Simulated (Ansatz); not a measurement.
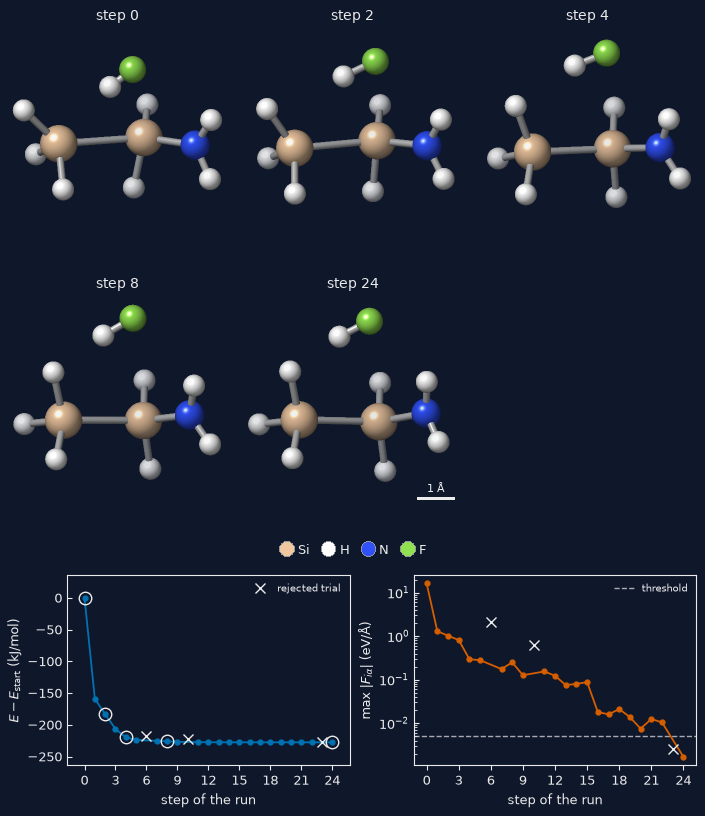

Frames of a relaxation of Si2NH8F (started from a transition state, displaced along its imaginary mode), marked on the history of the run. Style: ball-and-stick. Shown at a tilt.

All numbers below come from RKS PBE0-D4/def2-TZVP (Ansatz). (force threshold 0.005 eV/Å; at most 200 steps)

**What happens along the run?**

The energy falls by 227.6 kJ/mol in 21 accepted moves (24 points after the start). The largest force component goes from 16 to 0.0017 eV/Å. The line search rejected the trial steps at points 6, 10, 23 of the run. An H atom moves most after the best rigid fit: 0.91 Å. Largest moves by element: H 0.91 Å, F 0.87 Å, Si 0.54 Å, N 0.21 Å. Near-neighbour distances that change, for instance: F–Si 2.179 → 3.502 Å, H–Si 1.985 → 3.254 Å, H–Si 2.099 → 2.732 Å, F–H 0.771 → 0.931 Å. Bond angles that change, for instance: Si–Si–H 135.7° → 110.7°, Si–Si–H 82.6° → 107.2°, Si–Si–H 96.2° → 113.5°. Cost: 2.3 min on 4 threads of Intel Xeon @ 2.50GHz (shared host). From step 0 to 2: H and F atoms move most (0.32 Å), energy −183.3 kJ/mol. From step 2 to 4: an H atom moves most (0.39 Å), energy −36.4 kJ/mol. From step 4 to 8: the F atom moves most (0.29 Å), energy −6.36 kJ/mol. From step 8 to 24: an H atom moves most (0.26 Å), energy −1.53 kJ/mol.

```json
{"step": "0", "E − E(0), kJ/mol": "0.00", "largest force component, eV/Å": "16.3416", "note": ""}
{"step": "1", "E − E(0), kJ/mol": "-158.91", "largest force component, eV/Å": "1.3037", "note": ""}
{"step": "2", "E − E(0), kJ/mol": "-183.30", "largest force component, eV/Å": "1.0256", "note": ""}
{"step": "3", "E − E(0), kJ/mol": "-206.42", "largest force component, eV/Å": "0.8170", "note": ""}
{"step": "4", "E − E(0), kJ/mol": "-219.68", "largest force component, eV/Å": "0.2955", "note": ""}
{"step": "5", "E − E(0), kJ/mol": "-223.67", "largest force component, eV/Å": "0.2809", "note": ""}
{"step": "6", "E − E(0), kJ/mol": "-217.37", "largest force component, eV/Å": "2.1535", "note": "rejected"}
{"step": "7", "E − E(0), kJ/mol": "-225.30", "largest force component, eV/Å": "0.1755", "note": ""}
{"step": "8", "E − E(0), kJ/mol": "-226.05", "largest force component, eV/Å": "0.2507", "note": ""}
{"step": "9", "E − E(0), kJ/mol": "-226.77", "largest force component, eV/Å": "0.1266", "note": ""}
{"step": "10", "E − E(0), kJ/mol": "-222.11", "largest force component, eV/Å": "0.6296", "note": "rejected"}
{"step": "11", "E − E(0), kJ/mol": "-227.28", "largest force component, eV/Å": "0.1549", "note": ""}
{"step": "12", "E − E(0), kJ/mol": "-227.46", "largest force component, eV/Å": "0.1235", "note": ""}
{"step": "13", "E − E(0), kJ/mol": "-227.48", "largest force component, eV/Å": "0.0753", "note": ""}
{"step": "14", "E − E(0), kJ/mol": "-227.53", "largest force component, eV/Å": "0.0800", "note": ""}
{"step": "15", "E − E(0), kJ/mol": "-227.54", "largest force component, eV/Å": "0.0881", "note": ""}
{"step": "16", "E − E(0), kJ/mol": "-227.56", "largest force component, eV/Å": "0.0181", "note": ""}
{"step": "17", "E − E(0), kJ/mol": "-227.57", "largest force component, eV/Å": "0.0160", "note": ""}
{"step": "18", "E − E(0), kJ/mol": "-227.57", "largest force component, eV/Å": "0.0211", "note": ""}
{"step": "19", "E − E(0), kJ/mol": "-227.57", "largest force component, eV/Å": "0.0138", "note": ""}
{"step": "20", "E − E(0), kJ/mol": "-227.58", "largest force component, eV/Å": "0.0075", "note": ""}
{"step": "21", "E − E(0), kJ/mol": "-227.58", "largest force component, eV/Å": "0.0125", "note": ""}
{"step": "22", "E − E(0), kJ/mol": "-227.58", "largest force component, eV/Å": "0.0104", "note": ""}
{"step": "23", "E − E(0), kJ/mol": "-227.58", "largest force component, eV/Å": "0.0025", "note": "rejected"}
{"step": "24", "E − E(0), kJ/mol": "-227.58", "largest force component, eV/Å": "0.0017", "note": ""}
```
